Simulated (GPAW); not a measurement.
# Work function of VGe2P4 monolayer at several levels, part 2 of 2

Aim: the work function of both faces of VGe2P4 monolayer, and its spread over functionals and bases.

GPAW 26.7.0; GPAW, PAW setups; layer in a repeated cell with vacuum, relaxation of atoms and in-plane cell (the session's first sound run).

So far, upper work function (eV): step 3 (the slab's potential, PBE, GPAW) 5.43; step 4 (GPAW, PAW setups) 5.72; step 5 (revPBE) 5.34.

## Step 6: OptPBE vdW: xc = "optPBE-vdW"

Level of this step: GPAW, PAW setups; slab in vacuum (GPAW).

The same geometry under optPBE-vdW, to see how far the functional moves the levels against the vacuum (the van der Waals functionals take revPBE setups).

File run.py:

```python
import json
import numpy as np
from ase import Atoms
from gpaw import GPAW, PW

slab = Atoms(
    ['P', 'Ge', 'P', 'V', 'P', 'Ge', 'P'],
    positions=[
        [-0.00000, -0.00000, 8.00000],
        [-0.00000, 2.06028, 9.09746],
        [-0.00000, 2.06028, 11.46176],
        [0.00000, 0.00000, 12.78174],
        [-0.00000, 2.06028, 14.10173],
        [-0.00000, 2.06028, 16.46603],
        [-0.00000, 0.00000, 17.56349]],
    cell=[[3.56851, 0.0, 0.0], [-1.78425, 3.09042, 0.0], [0.0, 0.0, 25.5635]],
    pbc=[True, True, False],
    magmoms=[0.0, 0.0, 0.0, 1.0, 0.0, 0.0, 0.0])

slab.calc = GPAW(mode=PW(400), xc='optPBE-vdW', kpts={'size': (9, 9, 1), 'gamma': True},
                 occupations={'name': 'fermi-dirac', 'width': 0.05}, nbands='200%',
                 convergence={'density': 1e-05}, maxiter=200,
                 poissonsolver={'dipolelayer': 'xy'},
                 symmetry={'tolerance': 1e-3}, txt='slab.txt')
result = {}
energy = slab.get_potential_energy()
fermi = slab.calc.get_fermi_level()
v = slab.calc.get_electrostatic_potential().mean((0, 1)) - fermi
n = slab.calc.get_pseudo_density().mean((0, 1))
L = slab.cell[2, 2]
z = np.arange(len(v)) * L / len(v)
low, high = slab.positions[:, 2].min(), slab.positions[:, 2].max()
below, above = np.interp([low - 5.8, high + 5.8], z, v)
slopes = [np.interp(x, z, np.gradient(v, z)) for x in (low - 5.8, high + 5.8)]
eps = np.array([[slab.calc.get_eigenvalues(k, s) for k in range(len(slab.calc.get_ibz_k_points()))]
                for s in range(slab.calc.get_number_of_spins())]) - fermi
top, bottom = eps[eps < 0].max(), eps[eps > 0].min()
dipole = slab.get_dipole_moment()[2]
print(f'energy {energy:.4f} eV, Fermi level {fermi:.4f} eV, dipole {dipole:.5f} e A')
print(f'potential 5.8 A off the faces, from the Fermi level: lower {below:.4f} eV, upper {above:.4f} eV')
print(f'slope of the potential there: lower {slopes[0]:.5f}, upper {slopes[1]:.5f} eV/A')
print(f'nearest levels on the mesh: {top:.4f} and {bottom:.4f} eV')
print('magnetic moment', round(slab.get_magnetic_moment(), 3))
result.update(energy=energy, fermi=fermi, dipole=dipole, below=below, above=above, slopes=slopes, edges=[top, bottom],
              z=z.tolist(), v=v.tolist(), n=n.tolist(), positions=slab.positions.tolist(),
              forces=slab.get_forces(apply_constraint=False).tolist(), moments=slab.get_magnetic_moments().tolist())
json.dump(result, open('result.json', 'w'))
```

Run with:

```bash
OMP_NUM_THREADS=1 OPENBLAS_NUM_THREADS=1 python run.py
```

Output:

```text
energy -92.1348 eV, Fermi level -0.0475 eV, dipole 0.00141 e A
potential 5.8 A off the faces, from the Fermi level: lower 5.6071 eV, upper 5.6107 eV
slope of the potential there: lower -0.00011, upper 0.00011 eV/A
nearest levels on the mesh: -0.0669 and 0.0571 eV
magnetic moment 0.848
```

The job ended after 3.4 min (1 thread of Arm Neoverse V1, shared host; peak memory 0.53 GiB).

Numbers from this step:

| Item | Value |
| --- | --- |
| dipole along the normal | 0.001412 e·Å |
| levels nearest the Fermi level on the mesh | -0.06687, 0.05705 eV from the Fermi level |
| upper work function | 5.611 eV |
| lower work function | 5.607 eV |
| site moments | 0.001431, 0.005496, -0.03429, 0.7606, -0.03429, 0.005496, 0.001431 μB |
| sum of the site moments | 0.7059 μB |

The electrostatic potential energy of an electron (without an applied field's), less the Fermi level, planar mean oscillates, so the rows of the table below give means over windows of 1.81 Å about each position, cut where the curve ends. Its maxima inside the range that stand out by 2 % of the span (Å: eV): 8.5: -9.77, 10.3: 2.13, 12.1: -5.67, 13.4: -5.67, 15.2: 2.13, 17.0: -9.76. Its minima: 8.1: -13.3, 9.1: -14.4, 11.5: -11.8, 12.8: -11.4, 14.1: -11.8, 16.5: -14.4, 17.5: -13.3.

The electrostatic potential energy of an electron (without an applied field's), less the Fermi level, planar mean by z; means over each step:

```tsv
z (Å)	electrostatic potential energy of an electron (without an applied field's), less the Fermi level, planar mean (eV)
0.91	5.61
2.71	5.61
4.52	5.60
6.33	4.66
8.14	-9.48
9.95	-3.02
11.76	-7.95
13.57	-8.90
15.38	-1.78
17.20	-11.1
19.00	3.89
20.81	5.60
22.62	5.61
24.43	5.61
```

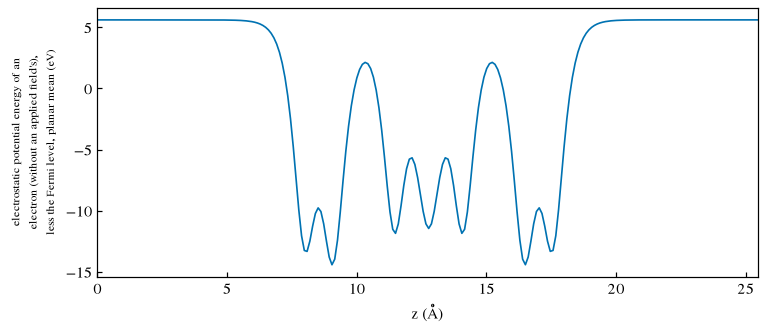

Electrostatic potential energy of an electron (without an applied field's), less the Fermi level, planar mean against z.

The upper face's work function is 5.611 eV, against 5.434 eV in the first plane-wave PBE run at this geometry.

## Step 7: Self-consistent run: xc = "LDA"

The same geometry under LDA, to see how far the functional moves the levels against the vacuum.

Changes to run.py since step 6:

```diff
@@ -19,3 +19,3 @@
 
-slab.calc = GPAW(mode=PW(400), xc='optPBE-vdW', kpts={'size': (9, 9, 1), 'gamma': True},
+slab.calc = GPAW(mode=PW(400), xc='LDA', kpts={'size': (9, 9, 1), 'gamma': True},
                  occupations={'name': 'fermi-dirac', 'width': 0.05}, nbands='200%',
```

Output:

```text
energy -44.6287 eV, Fermi level -0.2606 eV, dipole 0.00144 e A
potential 5.8 A off the faces, from the Fermi level: lower 5.6951 eV, upper 5.6987 eV
slope of the potential there: lower -0.00011, upper 0.00011 eV/A
nearest levels on the mesh: -0.0050 and 0.0118 eV
magnetic moment 0.532
```

It took 3.1 min on 1 thread; peak memory 0.31 GiB.

Numbers from this step:

* dipole along the normal: 0.001435 e·Å
* levels nearest the Fermi level on the mesh: -0.004979, 0.01180 eV from the Fermi level
* upper work function: 5.699 eV
* lower work function: 5.695 eV
* site moments: 1.11e-4, 0.002679, -0.01708, 0.4697, -0.01708, 0.002679, 1.11e-4 μB
* sum of the site moments: 0.4411 μB

The upper face's work function is 5.699 eV, against 5.434 eV in the first plane-wave PBE run at this geometry.

## Step 8: Self-consistent run: xc = "RPBE"

The same geometry under RPBE, to see how far the functional moves the levels against the vacuum.

Changes to run.py since step 7:

```diff
@@ -19,3 +19,3 @@
 
-slab.calc = GPAW(mode=PW(400), xc='LDA', kpts={'size': (9, 9, 1), 'gamma': True},
+slab.calc = GPAW(mode=PW(400), xc='RPBE', kpts={'size': (9, 9, 1), 'gamma': True},
                  occupations={'name': 'fermi-dirac', 'width': 0.05}, nbands='200%',
```

Output:

```text
energy -37.5656 eV, Fermi level 0.1431 eV, dipole 0.00141 e A
potential 5.8 A off the faces, from the Fermi level: lower 5.3436 eV, upper 5.3473 eV
slope of the potential there: lower -0.00011, upper 0.00011 eV/A
nearest levels on the mesh: -0.0221 and 0.0067 eV
magnetic moment 0.898
```

Wall time 3.9 min (1 thread); peak memory 0.32 GiB.

Numbers from this step:

```
dipole along the normal                    : 0.001410 e·Å
levels nearest the Fermi level on the mesh : -0.02207, 0.006737 eV from the Fermi level
upper work function                        : 5.347 eV
lower work function                        : 5.344 eV
site moments                               : 0.001644, 0.006275, -0.04080, 0.8107, -0.04080, 0.006275, 0.001644 μB
sum of the site moments                    : 0.7450 μB
```

The electrostatic potential energy of an electron (without an applied field's), less the Fermi level, planar mean oscillates, so the rows of the table below give means over windows of 1.81 Å about each position, cut where the curve ends. Its maxima inside the range that stand out by 2 % of the span (Å: eV): 8.5: -9.89, 10.3: 2.05, 12.1: -5.80, 13.4: -5.80, 15.2: 2.05, 17.0: -9.89. Its minima: 8.1: -13.4, 9.1: -14.5, 11.5: -12.0, 12.8: -11.6, 14.1: -12.0, 16.5: -14.5, 17.5: -13.4.

The electrostatic potential energy of an electron (without an applied field's), less the Fermi level, planar mean by z; means over each step:

```tsv
z (Å)	electrostatic potential energy of an electron (without an applied field's), less the Fermi level, planar mean (eV)
0.91	5.34
2.71	5.34
4.52	5.34
6.33	4.45
8.14	-9.60
9.95	-3.13
11.76	-8.07
13.57	-9.03
15.38	-1.88
17.20	-11.2
19.00	3.69
20.81	5.34
22.62	5.35
24.43	5.35
```

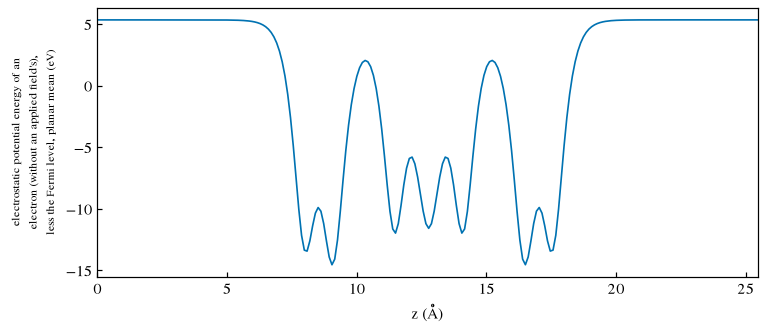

Electrostatic potential energy of an electron (without an applied field's), less the Fermi level, planar mean against z.

The upper face's work function is 5.347 eV, against 5.434 eV in the first plane-wave PBE run at this geometry.

## Step 9: Real-space grid: mode = "fd"

A real-space grid is a second complete basis, so it checks the plane-wave result.

Changes to run.py since step 8:

```diff
@@ -3,3 +3,3 @@
 from ase import Atoms
-from gpaw import GPAW, PW
+from gpaw import GPAW
 
@@ -19,3 +19,3 @@
 
-slab.calc = GPAW(mode=PW(400), xc='RPBE', kpts={'size': (9, 9, 1), 'gamma': True},
+slab.calc = GPAW(mode='fd', h=0.18, xc='PBE', kpts={'size': (9, 9, 1), 'gamma': True},
                  occupations={'name': 'fermi-dirac', 'width': 0.05}, nbands='200%',
```

Output:

```text
energy -39.9704 eV, Fermi level -5.4333 eV, dipole -0.00021 e A
potential 5.8 A off the faces, from the Fermi level: lower 5.4315 eV, upper 5.4351 eV
slope of the potential there: lower -0.00001, upper 0.00001 eV/A
nearest levels on the mesh: -0.0726 and 0.0542 eV
magnetic moment 0.851
```

Wall time 9.1 min (1 thread); peak memory 0.94 GiB.

This step gave:

```yaml
dipole_along_the_normal: -2.07e-4 e·Å
levels_nearest_the_fermi_level_on_the_mesh: -0.07262, 0.05424 eV from the Fermi level
upper_work_function: 5.435 eV
lower_work_function: 5.431 eV
site_moments: 0.001456, 0.005574, -0.03495, 0.7609, -0.03495, 0.005574, 0.001456 μB
sum_of_the_site_moments: 0.7050 μB
```

The electrostatic potential energy of an electron (without an applied field's), less the Fermi level, planar mean oscillates, so the rows of the table below give means over windows of 2 Å about each position, cut where the curve ends. Its maxima inside the range that stand out by 2 % of the span (Å: eV): 8.5: -9.78, 10.4: 2.16, 12.1: -5.67, 13.5: -5.67, 15.2: 2.16, 17.0: -9.77. Its minima: 8.1: -13.4, 9.1: -14.4, 11.5: -11.8, 12.8: -11.4, 14.1: -11.8, 16.5: -14.4, 17.5: -13.4.

The electrostatic potential energy of an electron (without an applied field's), less the Fermi level, planar mean by z; means over each step:

```tsv
z (Å)	electrostatic potential energy of an electron (without an applied field's), less the Fermi level, planar mean (eV)
0	5.43
2	5.43
4	5.43
6	5.03
8	-7.98
10	-3.25
12	-8.82
14	-6.60
16	-5.67
18	-4.51
20	5.32
22	5.43
24	5.44
```

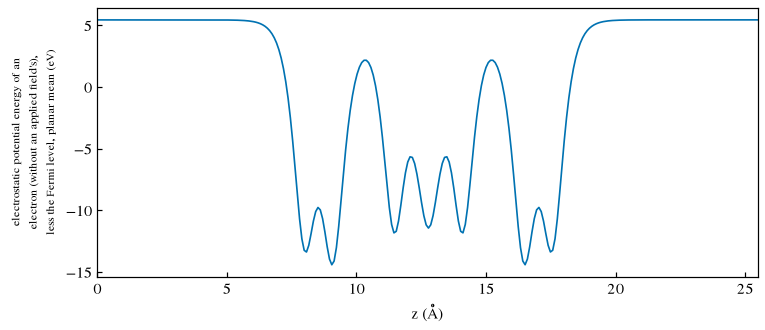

Electrostatic potential energy of an electron (without an applied field's), less the Fermi level, planar mean against z.

The upper face's work function is 5.435 eV, against 5.434 eV in the first plane-wave PBE run at this geometry.

## Step 10: Atomic orbitals: mode = "lcao"

Atom-centred orbitals end a few angstrom from the surface, which tests how much the density's tail matters.

Changes to run.py since step 9:

```diff
@@ -19,4 +19,4 @@
 
-slab.calc = GPAW(mode='fd', h=0.18, xc='PBE', kpts={'size': (9, 9, 1), 'gamma': True},
-                 occupations={'name': 'fermi-dirac', 'width': 0.05}, nbands='200%',
+slab.calc = GPAW(mode='lcao', basis='dzp', h=0.18, xc='PBE', kpts={'size': (9, 9, 1), 'gamma': True},
+                 occupations={'name': 'fermi-dirac', 'width': 0.05}, nbands='120%',
                  convergence={'density': 1e-05}, maxiter=200,
```

Output:

```text
energy -38.6700 eV, Fermi level -5.2169 eV, dipole -0.00021 e A
potential 5.8 A off the faces, from the Fermi level: lower 5.2151 eV, upper 5.2187 eV
slope of the potential there: lower 0.00000, upper 0.00000 eV/A
nearest levels on the mesh: -0.0794 and 0.0656 eV
magnetic moment 0.843
```

The job ended after 4.8 min (1 thread; peak memory 0.35 GiB).

Numbers from this step:

- levels nearest the Fermi level on the mesh: -0.07941, 0.06565 eV from the Fermi level
- upper work function: 5.219 eV
- lower work function: 5.215 eV
- site moments: 0.001377, 0.005621, -0.03745, 0.7609, -0.03745, 0.005621, 0.001377 μB
- sum of the site moments: 0.7000 μB

The electrostatic potential energy of an electron (without an applied field's), less the Fermi level, planar mean oscillates, so the rows of the table below give means over windows of 2 Å about each position, cut where the curve ends. Its maxima inside the range that stand out by 2 % of the span (Å: eV): 8.5: -9.98, 10.4: 2.08, 12.1: -5.75, 13.5: -5.75, 15.2: 2.08, 17.0: -9.98. Its minima: 8.1: -13.6, 9.1: -14.5, 11.5: -11.8, 12.8: -11.6, 14.1: -11.8, 16.5: -14.5, 17.5: -13.5.

The electrostatic potential energy of an electron (without an applied field's), less the Fermi level, planar mean by z; means over each step:

```tsv
z (Å)	electrostatic potential energy of an electron (without an applied field's), less the Fermi level, planar mean (eV)
0	5.22
2	5.22
4	5.22
6	4.89
8	-8.11
10	-3.32
12	-8.89
14	-6.65
16	-5.77
18	-4.61
20	5.15
22	5.22
24	5.22
```

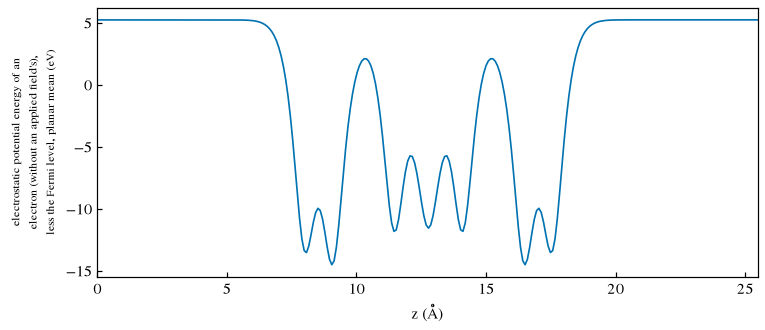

Electrostatic potential energy of an electron (without an applied field's), less the Fermi level, planar mean against z.

The upper face's work function is 5.219 eV, against 5.434 eV in the first plane-wave PBE run at this geometry.

## Step 11: All levels side by side

Times are for 1 thread of Arm Neoverse V1, shared host. The series side by side:

```tsv
no.	run	upper work function (eV)	lower work function (eV)	time	memory (GiB)
1	pw	5.434	5.430	3.7 min	0.32
2	vdW DF2	5.720	5.717	3.5 min	0.53
3	revPBE	5.345	5.341	3.7 min	0.32
4	optPBE vdW	5.611	5.607	3.4 min	0.53
5	LDA	5.699	5.695	3.1 min	0.31
6	RPBE	5.347	5.344	3.9 min	0.32
7	fd	5.435	5.431	9.1 min	0.94
8	lcao	5.219	5.215	4.8 min	0.35
```

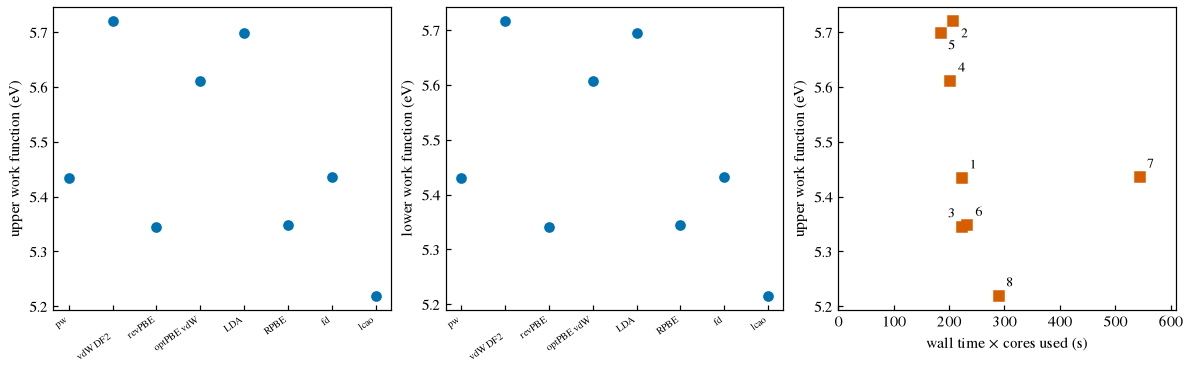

The series as plots; the last panel sets the first result against cost, with the runs numbered as in the table.

## Step 12: Side by side

Results and costs are gathered.

This step: comparison of work functions, dipole and cost (GPAW 26.7.0).

Ladder, by row:

```tsv
step	code	work function, upper (eV)	work function, lower (eV)	dipole (e Å)	wall time (s)	peak memory (GiB)	threads
pw	GPAW	5.434	5.43	0.001416	223.6	0.32	1
vdW-DF2	GPAW	5.72	5.717	0.001412	207.4	0.53	1
revPBE	GPAW	5.345	5.341	0.001411	224.1	0.32	1
optPBE-vdW	GPAW	5.611	5.607	0.001412	201.4	0.53	1
LDA	GPAW	5.699	5.695	0.001435	184.8	0.31	1
RPBE	GPAW	5.347	5.344	0.00141	233.1	0.32	1
fd	GPAW	5.435	5.431	-2.07e-4	544.1	0.94	1
lcao	GPAW	5.219	5.215	-2.07e-4	289.4	0.35	1
```

## Step 13: What came out

| Property | Result |
| --- | --- |
| work function, both faces | 5.43 eV |
| dipole along the normal | 0.0014 e Å, near the numerical noise |

In words: With plane waves and PBE the work function is 5.43 eV on the upper face and 5.43 eV on the lower. Over the sound runs of the table the upper face's work function spans 5.219 (lcao) to 5.720 eV (vdW-DF2). Atomic orbitals miss the plane-wave value by -0.22 eV, since they describe the tail of the density in the vacuum poorly. The small printed dipole stands for a step of -23 meV from the lower to the upper face, and the probes find 3.6 meV; values this small are near the numerical noise of both. One magnetic start was tried; another order may lie lower. The layer's cell and atoms come from the relaxation; spin-orbit coupling and temperature are left out.

[Logs are printed without paths, hosts, clocks, repeated set-up lines and the standing remarks that a program may print on its own settings, such as how far it seeks lower states.]

[Hosts, paths, dates, database ids (printed as entryN), source tags and the programs' standing remarks are cut or masked in the printed files.]
